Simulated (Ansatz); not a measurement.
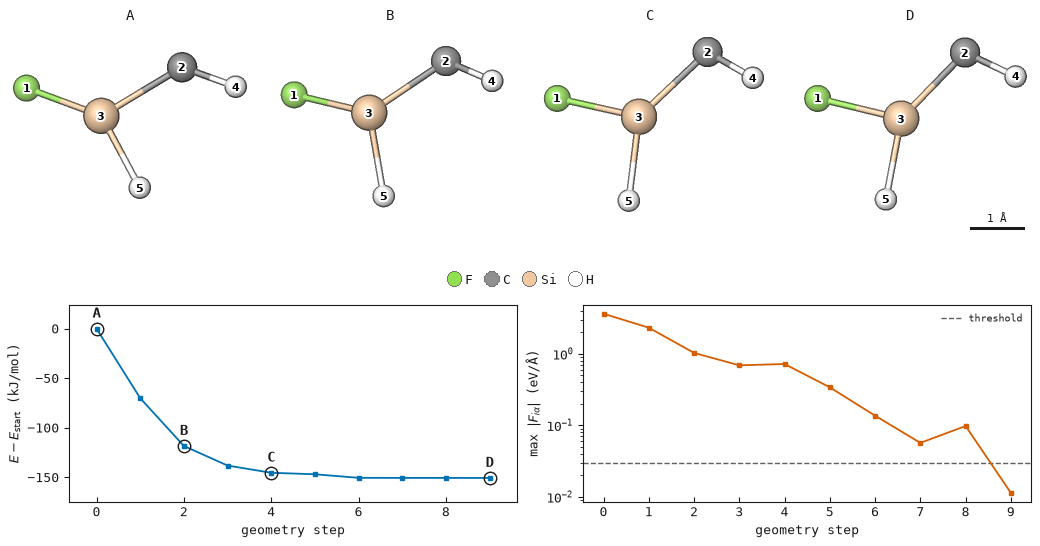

Frames of a relaxation of CH₂FSi (charge −1), marked on the history of the run. A ball-and-stick model, seen at a tilt.

It is one of the separated reactants of a reaction.

All numbers below come from Ansatz 0.2.0, RKS PBE-D4/def2-SVPD. Settings: force threshold 0.03 eV/Å; at most 250 steps.

> Describe the path.

Over 9 geometry steps the energy falls by 150.6 kJ/mol. Largest force component: 3.6 eV/Å at the start, 0.011 eV/Å at the end. The largest move after the best rigid fit is that of H5, 0.68 Å. Largest moves by element: H 0.68 Å, Si 0.37 Å, F 0.35 Å, C 0.29 Å. Some distances before and after: C2–Si3 1.762 → 1.712 Å, C2–H4 1.092 → 1.120 Å, Si3–H5 1.546 → 1.539 Å. Bond angles that change, for instance: C2–Si3–H5 91.2° → 144.1°, F1–Si3–H5 137.8° → 95.6°, Si3–C2–H4 129.7° → 109.4°. The run took 5.5 s on 2 threads of Intel Xeon 6975P-C, with other jobs on the host. From step 0 to 2: H5 moves most (0.38 Å), energy −118.4 kJ/mol. From step 2 to 4: H5 moves most (0.29 Å), energy −27.0 kJ/mol. From step 4 to 9: Si3 moves most (0.13 Å), energy −5.21 kJ/mol.

```
step  E − E(0), kJ/mol  largest force component, eV/Å
   0              0.00                         3.6389
   1            -70.15                         2.3196
   2           -118.36                         1.0305
   3           -138.11                         0.6910
   4           -145.38                         0.7204
   5           -146.90                         0.3402
   6           -150.47                         0.1366
   7           -150.55                         0.0569
   8           -150.56                         0.0979
   9           -150.59                         0.0114
```
